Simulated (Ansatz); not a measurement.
## Run report: HfNH₄Cl₃O, nudged elastic band (part 2 of 2)

HfNH₄Cl₃O; RKS PBE0/def2-SVP (Ansatz 0.2.0). It belongs to a series of runs on one base structure; here: band between the two ends.

Geometry of the input (Å):
```
Hf 0.1371  0.0446  0.0586
Cl 0.1326  0.5620  2.3954
Cl 2.2568  0.5244  -0.8669
N  -0.9782  1.5572  -0.6393
H  -1.8629  1.4662  -1.1335
H  -0.7688  2.5479  -0.5240
Cl -1.2364  -1.6246  -0.9734
O  0.9752  -1.9747  1.0034
H  0.5576  -2.8124  0.7642
H  1.1266  -1.9733  1.9583
```

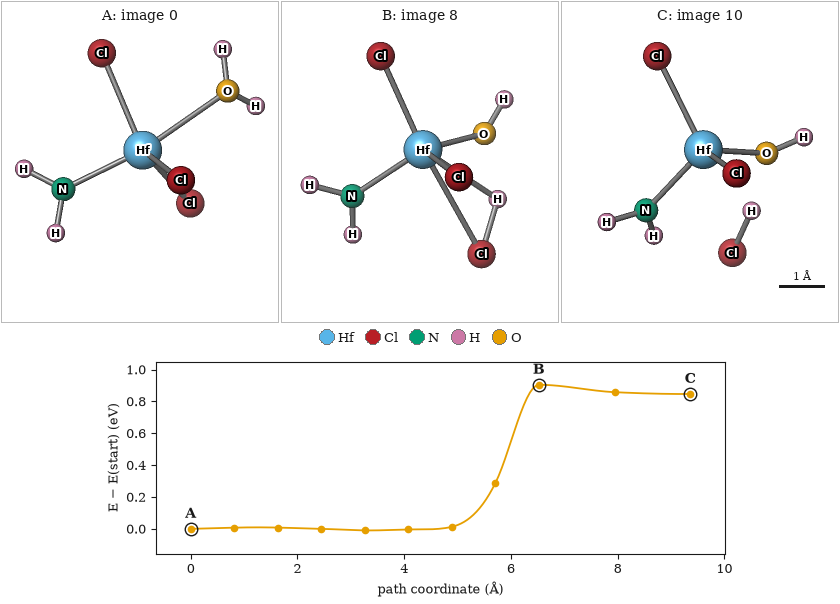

Figure 1. Images of the last band (counted from 0; ball-and-stick, seen at a tilt) above the energy along the path; the line is a cubic interpolation that uses the forces. The highest image is number 8, 0.904 eV above the start and 0.058 eV above the end (the climbing image); the end lies 0.846 eV above the start. The path is 9.36 Å long. The band converged in 28 iterations.

```
Total energy: -42453.51527719 eV, -1560.1379104107 hartree
Atom 0 at     0.321607    -0.321654    -0.420710 Å, force     0.003660    -0.002645     0.001776 eV/Å
Atom 1 at     0.835529     0.538274     2.369281 Å, force     0.000513     0.002217     0.000336 eV/Å
Atom 2 at     2.484360     0.420803    -1.034551 Å, force    -0.000708    -0.000133     0.000289 eV/Å
Atom 3 at    -1.021442     1.159965    -0.242151 Å, force    -0.004546     0.005404    -0.005986 eV/Å
Atom 4 at    -1.227476     1.690439     0.600836 Å, force     0.000738    -0.000861     0.001850 eV/Å
Atom 5 at    -1.587696     1.512974    -1.011982 Å, force     0.001118    -0.001453     0.003359 eV/Å
Atom 6 at    -0.475782    -1.428374    -2.335094 Å, force     0.000101     0.000367    -0.000045 eV/Å
Atom 7 at     0.249549    -1.757544     0.989867 Å, force    -0.001453    -0.001001    -0.005885 eV/Å
Atom 8 at     0.184590    -2.717164     1.006077 Å, force     0.000716    -0.000098     0.003954 eV/Å
Atom 9 at     0.576462    -0.780516     2.121127 Å, force    -0.000140    -0.001797     0.000352 eV/Å
Dipole moment:    -0.474572    -0.245809     0.380626 e Å
this run last wrote the band of iteration 28 to [file]
```

The last band as extended XYZ (Å, eV, eV/Å)
```
10
Properties=species:S:1:pos:R:3:forces:R:3 image=0 energy=-42454.41956
Hf    0.1371    0.0446    0.0586    0.0151  -0.0188  -0.0198
Cl    0.1326    0.5620    2.3954   -0.0002   0.0154   0.0135
Cl    2.2568    0.5244   -0.8669    0.0006  -0.0069   0.0051
N    -0.9782    1.5572   -0.6393    0.0062  -0.0057   0.0188
H    -1.8629    1.4662   -1.1335   -0.0104   0.0013  -0.0093
H    -0.7688    2.5479   -0.5240   -0.0046   0.0015   0.0037
Cl   -1.2364   -1.6246   -0.9734   -0.0047  -0.0010  -0.0061
O     0.9752   -1.9747    1.0034    0.0071   0.0025   0.0083
H     0.5576   -2.8124    0.7642   -0.0063   0.0038  -0.0100
H     1.1266   -1.9733    1.9583   -0.0027   0.0077  -0.0042
10
Properties=species:S:1:pos:R:3:forces:R:3 image=1 energy=-42454.41202
Hf    0.0819    0.0261    0.0778    0.0008  -0.0009   0.0014
Cl   -0.1516    0.3921    2.4335    0.0025   0.0010   0.0005
Cl    2.1975    0.5857   -0.8040    0.0003   0.0007   0.0011
N    -0.9375    1.5848   -0.6628   -0.0010   0.0007  -0.0024
H    -1.9493    1.6636   -0.7492   -0.0016  -0.0042  -0.0052
H    -0.5170    2.4520   -0.9927    0.0015   0.0023   0.0051
Cl   -1.2837   -1.6926   -0.8780   -0.0023   0.0009   0.0009
O     1.0961   -1.9574    0.9725   -0.0010  -0.0026   0.0008
H     0.6701   -2.7836    0.7064   -0.0012   0.0000  -0.0014
H     1.1332   -1.9535    1.9393    0.0020   0.0021  -0.0007
10
Properties=species:S:1:pos:R:3:forces:R:3 image=2 energy=-42454.41159
Hf    0.0755    0.0187    0.0689    0.0016   0.0005  -0.0026
Cl   -0.3745    0.3432    2.3979   -0.0013  -0.0024   0.0001
Cl    2.1711    0.5371   -0.8830   -0.0010   0.0000  -0.0006
N    -0.9210    1.6215   -0.6059   -0.0008   0.0039  -0.0005
H    -1.8261    1.9567   -0.2803    0.0020   0.0020   0.0059
H    -0.6058    2.2269   -1.3620   -0.0010  -0.0038  -0.0043
Cl   -1.1205   -1.7569   -1.0053    0.0019  -0.0010  -0.0005
O     1.1196   -1.9141    1.0387   -0.0001   0.0037   0.0011
H     0.7818   -2.7437    0.6731    0.0005  -0.0008   0.0001
H     1.0396   -1.9722    2.0006   -0.0018  -0.0021   0.0013
10
Properties=species:S:1:pos:R:3:forces:R:3 image=3 energy=-42454.41933
Hf    0.1343    0.0306    0.0397    0.0031  -0.0041  -0.0022
Cl   -0.3174    0.4459    2.3555    0.0000   0.0047   0.0015
Cl    2.2660    0.5340   -0.8433    0.0006  -0.0005   0.0009
N    -0.9548    1.5971   -0.5756   -0.0094   0.0134  -0.0013
H    -1.5625    2.1687    0.0076    0.0064  -0.0032   0.0036
H    -1.0217    1.9298   -1.5368   -0.0006  -0.0107   0.0025
Cl   -0.8912   -1.7168   -1.2376    0.0043   0.0007  -0.0028
O     1.0111   -1.9158    1.0934    0.0000   0.0075  -0.0107
H     0.7614   -2.7577    0.6887   -0.0010  -0.0033   0.0052
H     0.9146   -1.9988    2.0512   -0.0033  -0.0045   0.0034
10
Properties=species:S:1:pos:R:3:forces:R:3 image=4 energy=-42454.42909
Hf    0.2007    0.0562    0.0377   -0.0012   0.0080   0.0016
Cl   -0.0677    0.5694    2.3644    0.0029   0.0007   0.0036
Cl    2.3691    0.6198   -0.7098    0.0008   0.0004   0.0013
N    -0.9988    1.5392   -0.5813    0.0013  -0.0149  -0.0118
H    -1.2720    2.3504   -0.0306    0.0005   0.0066   0.0050
H    -1.4617    1.5822   -1.4873   -0.0029   0.0011   0.0038
Cl   -0.7526   -1.6092   -1.3984    0.0000  -0.0009  -0.0050
O     0.8345   -1.9513    1.0910    0.0040  -0.0065   0.0046
H     0.6283   -2.8117    0.7035   -0.0043   0.0022  -0.0042
H     0.8600   -2.0279    2.0535   -0.0011   0.0033   0.0012
10
Properties=species:S:1:pos:R:3:forces:R:3 image=5 energy=-42454.42350
Hf    0.3530    0.0647   -0.0132   -0.0343   0.0070  -0.0145
Cl    0.4047    0.7200    2.3037   -0.0025   0.0026   0.0085
Cl    2.4301    0.7207   -0.9150    0.0064  -0.0005  -0.0007
N    -1.0276    1.4304   -0.5072    0.0411  -0.0400   0.0212
H    -1.2705    2.2385    0.0619   -0.0173   0.0035  -0.0332
H    -1.5971    1.4126   -1.3507   -0.0012   0.0223   0.0212
Cl   -0.5144   -1.6034   -1.5216    0.0008   0.0048   0.0051
O     0.6093   -1.9279    1.1322    0.0034  -0.0008  -0.0154
H     0.3150   -2.7681    0.7552    0.0031  -0.0017   0.0044
H     0.6373   -1.9702    2.0974    0.0006   0.0028   0.0034
10
Properties=species:S:1:pos:R:3:forces:R:3 image=6 energy=-42454.40666
Hf    0.4627    0.0328   -0.1153   -0.0027   0.0325   0.0186
Cl    0.8227    0.7226    2.1852    0.0092   0.0144   0.0052
Cl    2.4521    0.7729   -1.1479   -0.0113   0.0327  -0.0137
N    -1.0426    1.3206   -0.3828    0.0243  -0.0193  -0.0287
H    -1.2910    2.0412    0.2907   -0.0058   0.0420  -0.0222
H    -1.6350    1.3901   -1.2071   -0.0091  -0.0042   0.0057
Cl   -0.3001   -1.6029   -1.7074    0.0085  -0.0178   0.0528
O     0.3634   -1.8583    1.1400    0.0149  -0.0549   0.0179
H     0.0800   -2.7459    0.8863   -0.0370   0.0130  -0.0509
H     0.4275   -1.7559    2.1009    0.0090  -0.0384   0.0154
10
Properties=species:S:1:pos:R:3:forces:R:3 image=7 energy=-42454.13257
Hf    0.4153   -0.0976   -0.2688    0.0980   0.2274   0.1503
Cl    0.8588    0.6468    2.1244    0.0106   0.0829  -0.2276
Cl    2.5059    0.5248   -1.1597    0.0302   0.1143  -0.1023
N    -1.0458    1.2541   -0.3028   -0.0227   0.1030  -0.0554
H    -1.2508    1.8054    0.5274   -0.0190   0.1076  -0.0573
H    -1.6577    1.5129   -1.0706   -0.0593   0.0145  -0.0480
Cl   -0.4217   -1.4760   -2.0369    0.0673  -0.0176   0.2776
O     0.2664   -1.7882    1.1185    0.0045  -0.0415   0.1044
H     0.1868   -2.7475    1.1366   -0.0076  -0.0387   0.1042
H     0.4825   -1.3173    1.9745   -0.1019  -0.5518  -0.1459
10
Properties=species:S:1:pos:R:3:forces:R:3 image=8 energy=-42453.51522
Hf    0.3216   -0.3217   -0.4207    0.0037  -0.0026   0.0018
Cl    0.8355    0.5383    2.3693    0.0005   0.0022   0.0003
Cl    2.4844    0.4208   -1.0346   -0.0007  -0.0001   0.0003
N    -1.0214    1.1600   -0.2422   -0.0045   0.0054  -0.0060
H    -1.2275    1.6904    0.6008    0.0007  -0.0009   0.0019
H    -1.5877    1.5130   -1.0120    0.0011  -0.0015   0.0034
Cl   -0.4758   -1.4284   -2.3351    0.0001   0.0004   0.0000
O     0.2495   -1.7575    0.9899   -0.0015  -0.0010  -0.0059
H     0.1846   -2.7172    1.0061    0.0007  -0.0001   0.0040
H     0.5765   -0.7805    2.1211   -0.0001  -0.0018   0.0004
10
Properties=species:S:1:pos:R:3:forces:R:3 image=9 energy=-42453.56147
Hf    0.2368   -0.4869   -0.7947   -0.0008  -0.0020  -0.0052
Cl    0.3593    0.5378    3.0372   -0.0073   0.0007   0.0096
Cl    2.3935    0.2414   -1.4350   -0.0011  -0.0022  -0.0048
N    -0.8598    1.0795   -0.2216    0.0012   0.0000  -0.0008
H    -0.9201    1.3737    0.7548    0.0042  -0.0049   0.0018
H    -1.3607    1.7439   -0.8085    0.0036   0.0021   0.0027
Cl   -0.8174   -1.5358   -2.6259   -0.0037  -0.0016  -0.0040
O     0.3868   -1.6143    0.7888    0.0018   0.0015  -0.0027
H     0.5303   -2.5135    1.0963    0.0051   0.0031   0.0018
H     0.3911   -0.5085    2.2512   -0.0030   0.0034   0.0016
10
Properties=species:S:1:pos:R:3:forces:R:3 image=10 energy=-42453.57306
Hf    0.2757   -0.4795   -0.8572   -0.0102  -0.0087  -0.0046
Cl   -0.3783    0.2402    3.1868    0.0010  -0.0003  -0.0035
Cl    2.2431    0.1150   -2.0264   -0.0061  -0.0009   0.0036
N    -0.6351    1.1618   -0.1833    0.0126   0.0085   0.0030
H    -0.7866    1.3296    0.8142   -0.0042  -0.0034  -0.0049
H    -1.0014    1.9475   -0.7175   -0.0021  -0.0049   0.0021
Cl   -1.1640   -1.6446   -2.3275    0.0088   0.0057   0.0065
O     0.6577   -1.4875    0.7628    0.0060  -0.0057   0.0007
H     1.0380   -2.2960    1.1178   -0.0044   0.0090  -0.0052
H     0.0908   -0.5693    2.2731   -0.0015   0.0006   0.0023
```
